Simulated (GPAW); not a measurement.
# A GW chain in GPAW: LiH (Fm-3m)

Wanted: ground state, empty states, screening and self-energy for LiH (Fm-3m).

Main program and level: GPAW 26.7.0; PBE and many-body steps on it, plane waves.

The database entry behind the starting cell differs from later determinations by our own check (the deuteride, about 0.2 % short), so it need not match the best structure at ambient conditions.

## Step 1: Set-up

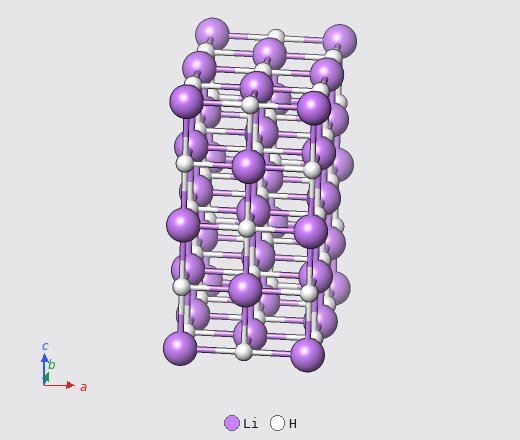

The starting structure, seen slightly off an axis (lithium purple, hydrogen white). 1×2×2 cells are drawn. This picture shows the conventional cell, with its axes. Some periodic images of atoms are drawn too.

As a file:

```cif
data_structure
_symmetry_space_group_name_H-M 'P 1'
_symmetry_Int_Tables_number 1
_cell_length_a 2.8804
_cell_length_b 2.8804
_cell_length_c 2.8804
_cell_angle_alpha 60.000
_cell_angle_beta 60.000
_cell_angle_gamma 60.000
_cell_volume 16.90
loop_
_atom_site_label
_atom_site_type_symbol
_atom_site_fract_x
_atom_site_fract_y
_atom_site_fract_z
_atom_site_occupancy
Li1 Li 0.00000 0.00000 0.00000 1
H2 H 0.50000 0.50000 0.50000 1
```

The cell and positions come from the Crystallography Open Database and are kept as given unless a step says otherwise.

## Step 2: Ground state

This step: GPAW 26.7.0; DFT, PBE, plane waves, PAW.

The ground-state density comes first.

Input file run.py:

```python
import json
import numpy as np
from gpaw.mpi import world
from ase import Atoms
from gpaw import GPAW, PW, FermiDirac

atoms = Atoms(['Li', 'H'],
    cell=[[0.0000000000, 2.0367500000, 2.0367500000],
      [2.0367500000, 0.0000000000, 2.0367500000],
      [2.0367500000, 2.0367500000, 0.0000000000]],
    scaled_positions=[[0.0000000000, 0.0000000000, 0.0000000000],
      [0.5000000000, 0.5000000000, 0.5000000000]],
    pbc=(True, True, True))
calc = GPAW(mode=PW(600),
    xc='PBE',
    kpts={'size': (10, 10, 10), 'gamma': True},
    occupations=FermiDirac(0.001),
    nbands=-7,
    convergence={'density': 1e-6, 'bands': -3},
    maxiter=100,
    txt='gs.txt')
atoms.calc = calc
res = {'energy': atoms.get_potential_energy()}
kpts = calc.get_ibz_k_points()
res['kpts'] = kpts
res['eigenvalues'] = [calc.get_eigenvalues(kpt=k) for k in range(len(kpts))]
res['n_electrons'] = calc.get_number_of_electrons()
calc.write('gs.gpw')

if world.rank == 0:
    with open('result.json', 'w') as f:
        json.dump(res, f, default=lambda x: x.tolist())
```

Launch:

```
mpirun -n 4 gpaw python run.py
```

The log of the run:

```text
__  _  _
 | _ |_)|_||  |
 |__||  | ||/\| - 26.7.0

Input parameters:
  mode=PW(ecut=600.0),
  convergence={'density': 1e-06, 'bands': -3},
  kpts=MonkhorstPack(size=(10, 10, 10), gamma=True),
  maxiter=100,
  nbands=-7,
  occupations=Occupations(name='fermi-dirac', width=0.001, fixmagmom=False),
  xc=XC(name='PBE')
  [... matrices ...]
Diagonalizing LCAO Hamiltonian
Converting LCAO to pw mode

              H

       Li

Atoms  # Å, Bohr magnetons
|   | symbol |        x |        y |        z |    initial magnetic moments |
| 0 |     Li | 0.000000 | 0.000000 | 0.000000 | ( 0.0000,  0.0000,  0.0000) |
| 1 |      H | 2.036750 | 2.036750 | 2.036750 | ( 0.0000,  0.0000,  0.0000) |

Unit cell  # Å
| periodic |        x |        y |        z |  lengths |    angles |
|      yes | 0.000000 | 2.036750 | 2.036750 | 2.880399 | 60.000000 |
|      yes | 2.036750 | 0.000000 | 2.036750 | 2.880399 | 60.000000 |
|      yes | 2.036750 | 2.036750 | 0.000000 | 2.880399 | 60.000000 |

Number of symmetries: 48
Symmetry operations  # r_c * U_cc + t_c -> r_c
|    | kind |            matrix            |
|  0 |  σ   |  1, 0, 0,  1, 0,-1,  1,-1, 0 |
|  1 |  C2  |  1, 0, 0,  1,-1, 0,  1, 0,-1 |
|  2 |  E   |  1, 0, 0,  0, 1, 0,  0, 0, 1 |
|  3 |  σ   |  1, 0, 0,  0, 0, 1,  0, 1, 0 |
|  4 |  C4  |  1, 0,-1,  1, 0, 0,  1,-1, 0 |
|  5 |  S6  |  1, 0,-1,  1,-1, 0,  1, 0, 0 |
|  6 |  σ   |  1, 0,-1,  0, 1,-1,  0, 0,-1 |
|  7 |  C3  |  1, 0,-1,  0, 0,-1,  0, 1,-1 |
|  8 |  S6  |  1,-1, 0,  1, 0, 0,  1, 0,-1 |
|  9 |  C4  |  1,-1, 0,  1, 0,-1,  1, 0, 0 |
| 10 |  C3  |  1,-1, 0,  0,-1, 1,  0,-1, 0 |
| 11 |  σ   |  1,-1, 0,  0,-1, 0,  0,-1, 1 |
| 12 |  σ   |  0, 1, 0,  1, 0, 0,  0, 0, 1 |
| 13 |  C4  |  0, 1, 0,  0, 1,-1, -1, 1, 0 |
| 14 |  C3  |  0, 1, 0,  0, 0, 1,  1, 0, 0 |
| 15 |  S6  |  0, 1, 0, -1, 1, 0,  0, 1,-1 |
| 16 |  C2  |  0, 1,-1,  1, 0,-1,  0, 0,-1 |
| 17 |  σ   |  0, 1,-1,  0, 1, 0, -1, 1, 0 |
| 18 |  S4  |  0, 1,-1,  0, 0,-1,  1, 0,-1 |
| 19 |  C4  |  0, 1,-1, -1, 1, 0,  0, 1, 0 |
| 20 |  C3  |  0, 0, 1,  1, 0, 0,  0, 1, 0 |
| 21 |  σ   |  0, 0, 1,  0, 1, 0,  1, 0, 0 |
| 22 |  S6  |  0, 0, 1,  0,-1, 1, -1, 0, 1 |
| 23 |  C4  |  0, 0, 1, -1, 0, 1,  0,-1, 1 |
| 24 |  S4  |  0, 0,-1,  1, 0,-1,  0, 1,-1 |
| 25 |  C3  |  0, 0,-1,  0, 1,-1,  1, 0,-1 |
| 26 |  C2  |  0, 0,-1,  0,-1, 0, -1, 0, 0 |
| 27 |  S6  |  0, 0,-1, -1, 0, 0,  0,-1, 0 |
| 28 |  S4  |  0,-1, 1,  1,-1, 0,  0,-1, 0 |
| 29 |  C4  |  0,-1, 1,  0, 0, 1, -1, 0, 1 |
| 30 |  C2  |  0,-1, 1,  0,-1, 0,  1,-1, 0 |
| 31 |  σ   |  0,-1, 1, -1, 0, 1,  0, 0, 1 |
| 32 |  C3  |  0,-1, 0,  1,-1, 0,  0,-1, 1 |
| 33 |  S6  |  0,-1, 0,  0, 0,-1, -1, 0, 0 |
| 34 |  S4  |  0,-1, 0,  0,-1, 1,  1,-1, 0 |
| 35 |  C2  |  0,-1, 0, -1, 0, 0,  0, 0,-1 |
| 36 |  C2  | -1, 1, 0,  0, 1, 0,  0, 1,-1 |
| 37 |  S6  | -1, 1, 0,  0, 1,-1,  0, 1, 0 |
| 38 |  S4  | -1, 1, 0, -1, 0, 1, -1, 0, 0 |
| 39 |  C3  | -1, 1, 0, -1, 0, 0, -1, 0, 1 |
| 40 |  S6  | -1, 0, 1,  0, 0, 1,  0,-1, 1 |
| 41 |  C2  | -1, 0, 1,  0,-1, 1,  0, 0, 1 |
| 42 |  C3  | -1, 0, 1, -1, 1, 0, -1, 0, 0 |
| 43 |  S4  | -1, 0, 1, -1, 0, 0, -1, 1, 0 |
| 44 |  C2  | -1, 0, 0,  0, 0,-1,  0,-1, 0 |
| 45 |  i   | -1, 0, 0,  0,-1, 0,  0, 0,-1 |
| 46 |  σ   | -1, 0, 0, -1, 1, 0, -1, 0, 1 |
| 47 |  C2  | -1, 0, 0, -1, 0, 1, -1, 1, 0 |

BZ-sampling:
  Number of BZ points: 1000
  Number of IBZ points: 47

  Monkhorst-Pack size: [10, 10, 10]
  Monkhorst-Pack shift: [0.05, 0.05, 0.05]

K-points  # in reciprocal-cell coordinates
|     |                                coordinates |     weight |
|   0 | (  0.00000000,   0.00000000,   0.00000000) | 0.00100000 |
|   1 | (  0.10000000,   0.10000000,   0.00000000) | 0.00600000 |
|   2 | (  0.10000000,   0.10000000,   0.10000000) | 0.00800000 |
|   3 | (  0.20000000,   0.10000000,   0.10000000) | 0.01200000 |
|   4 | (  0.20000000,   0.20000000,   0.00000000) | 0.00600000 |
|   5 | (  0.20000000,   0.20000000,   0.10000000) | 0.02400000 |
|   6 | (  0.20000000,   0.20000000,   0.20000000) | 0.00800000 |
|   7 | (  0.30000000,   0.20000000,   0.10000000) | 0.02400000 |
|   8 | (  0.30000000,   0.20000000,   0.20000000) | 0.02400000 |
|   9 | (  0.30000000,   0.30000000,   0.00000000) | 0.00600000 |
| ... |                                            |            |
|  46 | (  0.50000000,   0.50000000,   0.50000000) | 0.00400000 |

Plane wave coefficients: 588
Cutoff: 600.0 eV

Spin-components: 1 (collinear spins)
Bands:           8
Projectors:      6
Spin-degeneracy: 2
Datatype:        complex128

  Storage: CPU
  Wave functions: 3_230_592 bytes (807_648 per core)
  Projectors: 4_845_888 bytes (1_211_472 per core)
  [... matrices ...]
Parallelization:
  kpt:    4
  domain: 1
  band:   1

Density:
  Valence electrons: 2.0
  Components: 1
  Grid points: [18 18 18]
  Charge: 0.0  # |e|

Potential:
  Grid points: [18 18 18]

species:
  Li:
    name:    Lithium
    Z:       3.0
    valence: 1
    core:    2
    charge:  0.0  # [|e|]
    compensation charges:
      type: gauss
      rc: 0.33  # [Å]
      lmax: 2
    cutoffs:
      filter: 1.91  # [Å]
      core: 2.55  # [Å]
    projectors
    | kind |    occ | energy [eV] | rcut [Å] |
    |   2s |  1.000 |      -2.874 |    1.058 |
    |   2p |  0.000 |      -1.090 |    1.058 |
    |    s |        |      24.337 |    1.058 |

    Using partial waves for Li as LCAO basis

  H:
    name:    Hydrogen
    Z:       1.0
    valence: 1
    core:    0
    charge:  0.0  # [|e|]
    compensation charges:
      type: gauss
      rc: 0.15  # [Å]
      lmax: 2
    cutoffs:
      filter: 0.85  # [Å]
      core: 0.53  # [Å]
    projectors
    | kind |    occ | energy [eV] | rcut [Å] |
    |   1s |  1.000 |      -6.494 |    0.476 |
    |    s |        |      20.717 |    0.476 |
    |    p |        |       0.000 |    0.476 |

    Using partial waves for H as LCAO basis

Reference energy: -215.277982  # eV

eigensolver:
  PPCG
  Converge bands: -3
  niter=2

density mixing:
  MSR1-Mixer
  Pratt-step length: 0.05
  Maximum mixing coefficient: 0.75
  Old densities: 10
  SVD Regularization: 0.005
  Good broyden scale: 1.0
  Trust region scale: 1.0
  Backstep threshold: 4.0
  History deletion threshold: 6.0
  Fourier metric: weight=20.0, sigma=0.015

occupation numbers:
  Fermi-Dirac:
    width: 0.0010  # eV

poisson solver:
  ecut: 4800.0  # eV

xc functional:
  name: PBE with 2 nearest neighbor stencil

Initialization done in: 1.111 s

convergence criteria:
- Maximum integral of absolute [dens]ity change: 1e-06 electrons / valence electron
- Maximum [total energy] change in last 3 cyles: 0.0005 eV / valence electron
- Maximum integral of absolute [eigenst]ate change: 4e-08 eV^2 / valence electron
maximum number of iterations: 100

SCF iterations
|iter     |     time |      energy | eigst |  dens |
|iter:   1|  |   -6.292563 | +2.44 |       |
|iter:   2|  |   -6.267441 | +0.41 | -0.56 |
|iter:   3|  |   -6.105923 | -1.83 | -0.59 |
|iter:   4|  |   -6.102039 | -2.71 | -1.26 |
|iter:   5|  |   -6.102305 | -3.33 | -1.96 |
|iter:   6|  |   -6.102324c| -4.74 | -2.66 |
|iter:   7|  |   -6.102324c| -6.20 | -4.14 |
|iter:   8|  |   -6.102323c| -6.40 | -4.48 |
|iter:   9|  |   -6.102323c| -7.45c| -5.22 |
|iter:  10|  |   -6.102323c| -7.83c| -5.75 |
|iter:  11|  |   -6.102323c| -9.38c| -6.94c|

Converged in 11 steps
SCF loop duration: 1.723 s (0.157 s/step)
Energy contributions relative to reference atoms: (reference = -215.277982)
  [... matrices ...]
Energy contributions:
  Kinetic:           5.329029
  Coulomb:          -5.630523
  Zero:             -0.010760
  External:          0.000000
  Xc:               -5.790070
  Entropy:          -0.000000
  Spinorbit:         0.000000
  ----------------------------
  Free energy:      -6.102323
  Extrapolated:     -6.102323

dipole moment: (-2.336719, -2.336719, -2.336719)  # |e|*Ang

Fermi level: 0.519
Eigenvalues  # (at kpt = [0.000, 0.000, 0.000])
| band index |      eig [eV] | occ [0-2] |
|          0 |        -5.649 |     2.000 |
|          1 |        15.084 |     0.000 |
|          2 |        17.137 |     0.000 |
|          3 |        17.137 |     0.000 |
|          4 |        17.137 |     0.000 |
|          5 |        21.859 |     0.000 |
|          6 |        21.859 |     0.000 |
|          7 |        21.859 |     0.000 |

Gap: 2.999 eV
Transition (v -> c):
  (s=0, k=41, n=0, [0.50, 0.50, 0.00]) -> (s=0, k=41, n=1, [0.50, 0.50, 0.00])
No difference between direct/indirect transitions
# Writing to gs.gpw (mode='')
  [... matrices ...]
```

Elapsed: 4.6 s, on 4 MPI ranks of Arm Neoverse V1, shared host; peak memory 0.56 GiB.

This step gave:

| Quantity | Value |
| --- | --- |
| total energy | -6.102 eV |
| gap | 2.999 eV |
| k of the valence top | 0.5, 0.5, 0 |
| k of the conduction bottom | 0.5, 0.5, 0 |
| least direct gap | 2.999 eV |

The gap is direct, at (0.500, 0.500, 0.000).

## Step 3: Bands along the symmetry lines

Levels along a band path, at the cheap level, show where the edges lie and whether the meshes to come will hold them.

Input file run.py:

```python
import json
import numpy as np
from gpaw.mpi import world
from gpaw import GPAW

path = [[0.000000, 0.000000, 0.000000],
    [0.062500, 0.000000, 0.062500],
    [0.125000, 0.000000, 0.125000],
    [0.187500, 0.000000, 0.187500],
    [0.250000, 0.000000, 0.250000],
    [0.312500, 0.000000, 0.312500],
    [0.375000, 0.000000, 0.375000],
    [0.437500, 0.000000, 0.437500],
    [0.500000, 0.000000, 0.500000],
    [0.515625, 0.031250, 0.515625],
    [0.531250, 0.062500, 0.531250],
    [0.546875, 0.093750, 0.546875],
    [0.562500, 0.125000, 0.562500],
    [0.578125, 0.156250, 0.578125],
    [0.593750, 0.187500, 0.593750],
    [0.609375, 0.218750, 0.609375],
    [0.625000, 0.250000, 0.625000],
    [0.375000, 0.375000, 0.750000],
    [0.328125, 0.328125, 0.656250],
    [0.281250, 0.281250, 0.562500],
    [0.234375, 0.234375, 0.468750],
    [0.187500, 0.187500, 0.375000],
    [0.140625, 0.140625, 0.281250],
    [0.093750, 0.093750, 0.187500],
    [0.046875, 0.046875, 0.093750],
    [0.000000, 0.000000, 0.000000],
    [0.062500, 0.062500, 0.062500],
    [0.125000, 0.125000, 0.125000],
    [0.187500, 0.187500, 0.187500],
    [0.250000, 0.250000, 0.250000],
    [0.312500, 0.312500, 0.312500],
    [0.375000, 0.375000, 0.375000],
    [0.437500, 0.437500, 0.437500],
    [0.500000, 0.500000, 0.500000],
    [0.500000, 0.468750, 0.531250],
    [0.500000, 0.437500, 0.562500],
    [0.500000, 0.406250, 0.593750],
    [0.500000, 0.375000, 0.625000],
    [0.500000, 0.343750, 0.656250],
    [0.500000, 0.312500, 0.687500],
    [0.500000, 0.281250, 0.718750],
    [0.500000, 0.250000, 0.750000],
    [0.500000, 0.218750, 0.718750],
    [0.500000, 0.187500, 0.687500],
    [0.500000, 0.156250, 0.656250],
    [0.500000, 0.125000, 0.625000],
    [0.500000, 0.093750, 0.593750],
    [0.500000, 0.062500, 0.562500],
    [0.500000, 0.031250, 0.531250],
    [0.500000, 0.000000, 0.500000]]
calc = GPAW('gs.gpw').fixed_density(kpts=path,
    symmetry='off',
    nbands=11,
    convergence={'bands': 7},
    txt='bands.txt')
res = {}
kpts = calc.get_ibz_k_points()
res['kpts'] = kpts
res['eigenvalues'] = [calc.get_eigenvalues(kpt=k) for k in range(len(kpts))]
res['n_electrons'] = calc.get_number_of_electrons()

if world.rank == 0:
    with open('result.json', 'w') as f:
        json.dump(res, f, default=lambda x: x.tolist())
```

Launch:

```
mpirun -n 4 gpaw python run.py
```

The log of the run:

```text
Diagonalizing LCAO Hamiltonian
Converting LCAO to pw mode
convergence criteria:
- Maximum integral of absolute [eigenst]ate change: 4e-08 eV^2 / valence electron
maximum number of iterations: 100

SCF iterations
|iter     |     time |      energy | eigst |  dens |
|iter:   1|  |             | +3.14 |       |
|iter:   2|  |             | +1.30 |       |
|iter:   3|  |             | -1.72 |       |
[...]
|iter:   7|  |             | -6.71 |       |
|iter:   8|  |             | -7.23 |       |
|iter:   9|  |             | -7.82c|       |
SCF steps: 9
  __  _  _
 | _ |_)|_||  |
 |__||  | ||/\| - 26.7.0

Input parameters:
  mode=PW(ecut=600.0),
  convergence={'bands': 7},
  gpts=array([18, 18, 18]),
  kpts=KPoints(kpts=array([[0.      , 0.      , 0.      ],
         [0.0625  , 0.      , 0.0625  ],
         [0.125   , 0.      , 0.125   ],
         [0.1875  , 0.      , 0.1875  ],
[...]
[0.515625, 0.03125 , 0.515625],
[...]
[0.546875, 0.09375 , 0.546875],
[...]
[0.578125, 0.15625 , 0.578125],
[...]
[0.609375, 0.21875 , 0.609375],
[...]
[0.328125, 0.328125, 0.65625 ],
[...]
[0.234375, 0.234375, 0.46875 ],
[...]
[0.140625, 0.140625, 0.28125 ],
[...]
[0.046875, 0.046875, 0.09375 ],
[...]
[0.5     , 0.0625  , 0.5625  ],
         [0.5     , 0.03125 , 0.53125 ],
         [0.5     , 0.      , 0.5     ]])),
  maxiter=100,
  nbands=11,
  occupations=Occupations(name='fermi-dirac', width=0.001, fixmagmom=False),
  parallel={},
  symmetry=Symmetry(point_group=False, time_reversal=False),
  xc=XC(name='PBE')
  [... matrices ...]
timing:  # [seconds]
  Total: 0.024  # ━━━━━━━━━━━━━━━━━━━━━━━━━━━━━━━━━━━━━━━━━━━━━━━━━━━━━━━━━━━
```

It took 4.3 s on 4 MPI ranks; peak memory 0.57 GiB; 17 s of CPU time.

This step gave:

| Quantity | Value |
| --- | --- |
| gap | 2.999 eV |
| k of the valence top | 0.5, 0, 0.5 |
| k of the conduction bottom | 0.5, 0, 0.5 |
| least direct gap | 2.999 eV |

The gap is 2.999 eV, as in the run before at this level.

Electronic bands along the path, in eV, zero at the top of the highest filled band; v1 is the highest filled band, c1 the lowest empty one:

| point | v1 | c1 | c2 | c3 | c4 |
| --- | --- | --- | --- | --- | --- |
| Γ | -5.28 | 15.45 | 17.51 | 17.51 | 17.51 |
| X | 0.00 | 3.00 | 10.59 | 10.59 | 13.78 |
| U | -0.48 | 4.11 | 7.41 | 11.70 | 15.69 |
| jump to K | -0.48 | 4.11 | 7.41 | 11.70 | 15.69 |
| Γ | -5.28 | 15.45 | 17.51 | 17.51 | 17.51 |
| L | -2.51 | 4.80 | 13.25 | 16.15 | 16.15 |
| W | -0.21 | 5.22 | 5.22 | 11.40 | 17.20 |
| X | 0.00 | 3.00 | 10.59 | 10.59 | 13.78 |

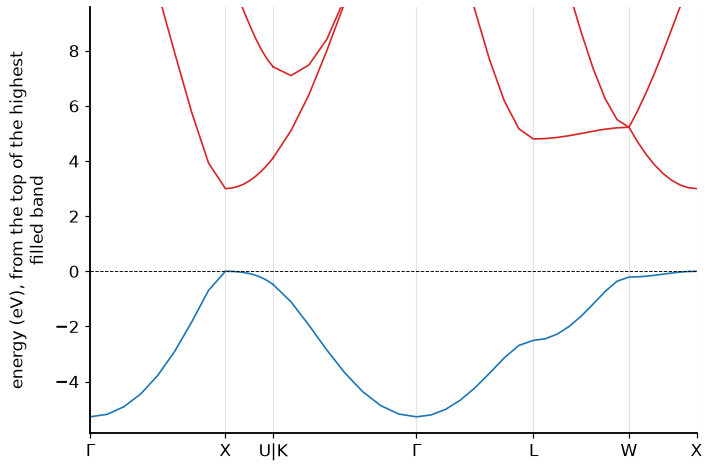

Electronic bands along the path; lines of filled and empty bands in two colours.

## Step 4: Empty states on the mesh, 6×6×6 mesh, 63 bands

The sums over transitions need many empty states on a uniform mesh; this step solves for them.

Input file run.py:

```python
import json
import numpy as np
from gpaw.mpi import world
from gpaw import GPAW

calc = GPAW('gs.gpw').fixed_density(kpts={'size': (6, 6, 6), 'gamma': True},
    parallel={'domain': 1, 'band': 1},
    txt='nscf.txt')
calc.diagonalize_full_hamiltonian(nbands=63)
calc.write('full.gpw', mode='all')
res = {}
kpts = calc.get_ibz_k_points()
res['kpts'] = kpts
res['eigenvalues'] = [calc.get_eigenvalues(kpt=k) for k in range(len(kpts))]
res['n_electrons'] = calc.get_number_of_electrons()

if world.rank == 0:
    with open('result.json', 'w') as f:
        json.dump(res, f, default=lambda x: x.tolist())
```

Launch:

```
mpirun -n 4 gpaw python run.py
```

The log of the run:

```text
Diagonalizing LCAO Hamiltonian
Converting LCAO to pw mode
convergence criteria:
- Maximum integral of absolute [eigenst]ate change: 4e-08 eV^2 / valence electron
maximum number of iterations: 100

SCF iterations
|iter     |     time |      energy | eigst |  dens |
|iter:   1|  |             | +2.46 |       |
|iter:   2|  |             | +0.62 |       |
|iter:   3|  |             | -1.48 |       |
|iter:   4|  |             | -4.09 |       |
|iter:   5|  |             | -7.01 |       |
|iter:   6|  |             | -8.37c|       |
SCF steps: 6
  __  _  _
 | _ |_)|_||  |
 |__||  | ||/\| - 26.7.0

Input parameters:
  mode=PW(ecut=600.0),
  convergence={'density': 1e-06, 'bands': -3},
  gpts=array([18, 18, 18]),
  kpts=MonkhorstPack(size=(6, 6, 6), gamma=True),
  maxiter=100,
  nbands=8,
  occupations=Occupations(name='fermi-dirac', width=0.001, fixmagmom=False),
  parallel={'domain': 1, 'band': 1},
  xc=XC(name='PBE')
Matrix size: 564x564
# Writing to full.gpw (mode='all')
  [... matrices ...]

timing:  # [seconds]
  Total: 1.273  # ━━━━━━━━━━━━━━━━━━━━━━━━━━━━━━━━━━━━━━━━━━━━━━━━━━━━━━━━━━━
```

Elapsed: 4.6 s, on 4 MPI ranks; peak memory 0.7 GiB; 18 s of CPU time.

This step gave:

| Item | Value |
| --- | --- |
| gap | 2.999 eV |
| k of the valence top | 0.5, 0.5, 0 |
| k of the conduction bottom | 0.5, 0.5, 0 |
| least direct gap | 2.999 eV |
| k points computed | 16 |
| lowest point of the top converged band, above the valence top | 122.0660 eV |

On this mesh the gap is 2.999 eV.

(Part 1 of 2 ends here.)

[Paths, hosts, dates, memory and timing lines, banners, echoed tables and standing remarks are left out of the program output.]

[Logs are printed without paths, hosts, clocks, repeated set-up lines and the standing remarks that a program may print on its own settings, such as how far it seeks lower states.]

[Runs of the session that timed out or met a known fault of the program may be left out.]

[Hosts, paths, dates, database ids (printed as entryN), source tags and the programs' standing remarks are cut or masked in the printed files.]
